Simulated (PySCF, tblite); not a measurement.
# C6H4BF2O radical: geometry, infrared bands and EPR parameters

Aim: predict the infrared bands and EPR parameters of C6H4BF2O radical (`[O]c1ccccc1B(F)F`).

The runs use tblite 0.8.0 and PySCF 2.14.0, with density-fitted response routines of our own; the level of theory stands in each step. All values are computed, except where a source is named. Atoms are numbered from 0 throughout.

## 1. The starting structure

14 atoms, charge 0, multiplicity 2; geometry from: force field or distance geometry start.

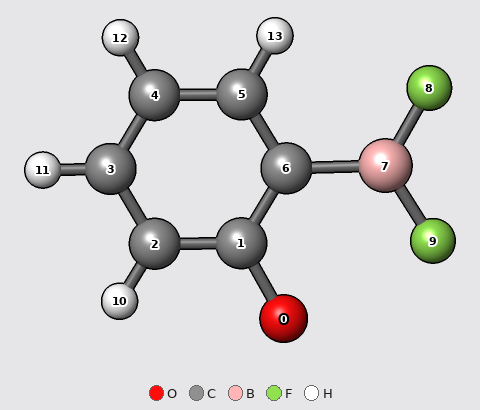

The starting geometry (oxygen red, carbon grey, boron pink, fluorine green, hydrogen white), atoms numbered; sticks join atoms by distance.

## 2. Relaxing the molecule with GFN2-xTB

What the job is given:

```
{"job": {"kind": "relax", "xc": "GFN2-xTB", "basis": "xTB"}, "charge": 0, "multiplicity": 2}
O      0.335800    -2.537100     0.028200
C     -0.105800    -1.205900     0.024000
C     -1.461800    -0.946100     0.141600
C     -1.933500     0.383100     0.137100
C     -1.027900     1.431600     0.056100
C      0.338200     1.175500    -0.058700
C      0.820600    -0.143100    -0.068400
B      2.378300    -0.399100    -0.179800
F      3.293100     0.707100    -0.282100
F      2.900800    -1.748500    -0.192300
H     -2.181500    -1.760300     0.212100
H     -2.996800     0.573900     0.228400
H     -1.391300     2.455700     0.064600
H      1.031100     2.012700    -0.132900
```

The run is started by

```bash
OMP_NUM_THREADS=1 python probes_run.py task.json out
```

This one command runs all jobs of the session in turn.

**Question.** This job is followed by: GFN2-xTB harmonic vibrations, gas phase; UKS B3LYP, pcH-1 on B C F H O, non-relativistic, mean-field spin-orbit, GIAO. Predict these results of the whole session: strongest single infrared mode (GFN2-xTB); zero-point energy (GFN2-xTB); g(iso) (B3LYP); ⟨S²⟩; largest a(iso) (averaged by class); potential on the surface of density 0.002 e/bohr³, 1st and 99th percentile.

As calculated:

| quantity | value |
| --- | --- |
| strongest single infrared mode (GFN2-xTB) | 1249 cm⁻¹, 410 km/mol |
| zero-point energy (GFN2-xTB) | 55.1 kcal/mol |
| g(iso) (B3LYP) | 2.00616 |
| ⟨S²⟩ | 0.785 (exact 0.75) |
| largest a(iso) (averaged by class) | 13C on C1, -36.2 MHz |
| potential on the surface of density 0.002 e/bohr³, 1st and 99th percentile | -1.74 V and 1.55 V |

**Reading.** The optimisation took 25 steps and gained 1.284 eV; among the close pairs (by a distance rule), O0–C1 changed most, from 1.403 to 1.231 Å. No mode is imaginary among the 36: a minimum at this level. The strongest single mode, at 1249 cm⁻¹, moves mainly B7. GFN2-xTB is a fitted tight-binding method: band positions and strengths are rough. Its intensities can rank the bands wrongly. The largest spin populations lie on C4 (0.41 e), O0 (0.39 e), C2 (0.34 e), C6 (0.31 e). The isotropic g lies 3.8 ppt above the free-electron value. The conformer search found further structures of the same energy, which may be mirror or relabelled copies of this one.
